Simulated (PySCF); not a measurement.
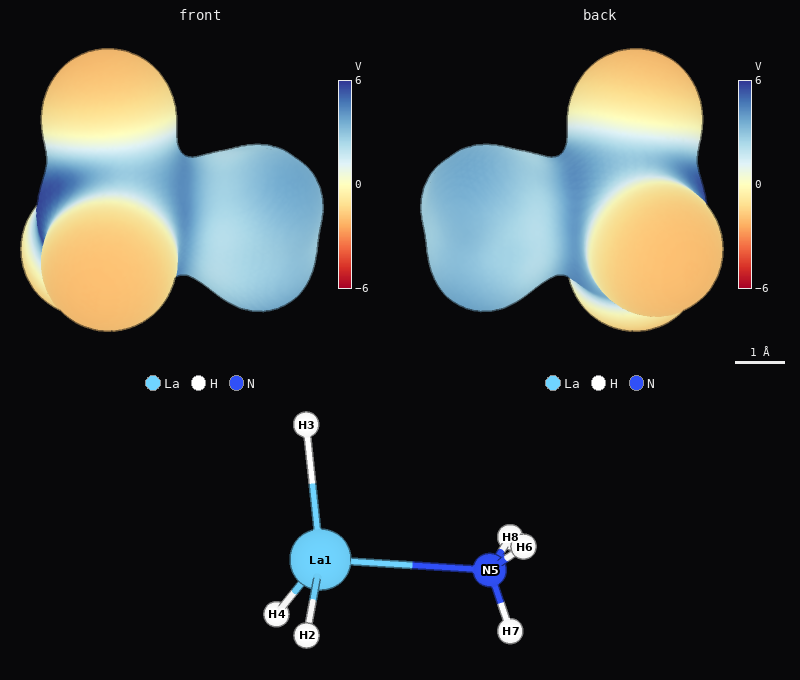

H6LaN. The molecular electrostatic potential painted on the density surface at 0.004 e/bohr³, seen from the front and from behind; the colour scale runs from red (negative) to blue (positive). The bare structure is drawn below in the same view.

Core potentials replace the inner electrons of La.

These are results of RKS PBE0, La lcecp-1-SVP with ECP46, H def2-SVP, N def2-SVP; non-relativistic Hamiltonian with scalar-relativistic core potentials where named; density fitting (PySCF), not measurements.

```yaml
atoms:
  - { symbol: La, position_ang: [0.2614, -0.2614, 0.2614] }
  - { symbol: H, position_ang: [1.3457, 1.2430, 1.3457] }
  - { symbol: H, position_ang: [-1.2430, -1.3457, 1.3457] }
  - { symbol: H, position_ang: [1.3457, -1.3457, -1.2430] }
  - { symbol: N, position_ang: [-1.2927, 1.2927, -1.2927] }
  - { symbol: H, position_ang: [-1.9065, 1.9065, -0.7523] }
  - { symbol: H, position_ang: [-0.7523, 1.9065, -1.9065] }
  - { symbol: H, position_ang: [-1.9065, 0.7523, -1.9065] }
```

Q: Which sites attract a positive test charge, and which a negative one?

A: A positive charge is drawn to the negative regions and a negative charge to the positive ones. The most negative region (about −2.0 V, or −46 kcal/mol for a unit charge) lies over H2, H3 and H4, the most positive (about +5.5 V, or +127 kcal/mol for a unit charge) over La1.
